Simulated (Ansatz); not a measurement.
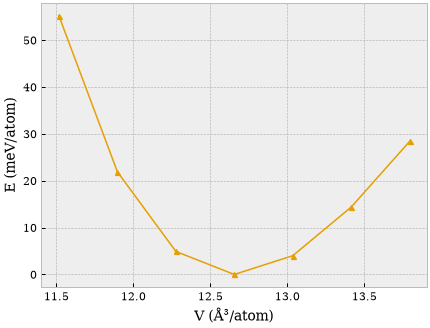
Figure. BaTiO3 in space group P4mm (No. 99; Ti on 1b, Ba on 1a, O on 1b, O on 2c) under volume change, plane-wave PAW PBEsol (Ansatz code), shape and atoms relaxed at each volume.

**Question.** What does a third-order Birch–Murnaghan fit give for V₀, B₀ and B′?

**Answer.** V₀ = 12.65 Å³/atom, B₀ = 122 GPa, B′ = 10.3.

The PBEsol relaxation kept the symmetry of its start. The run is not spin-polarised. Scalar-relativistic: spin–orbit coupling is off unless named, which matters more the heavier the elements.

Potentials: the later of the program's two PAW sets.
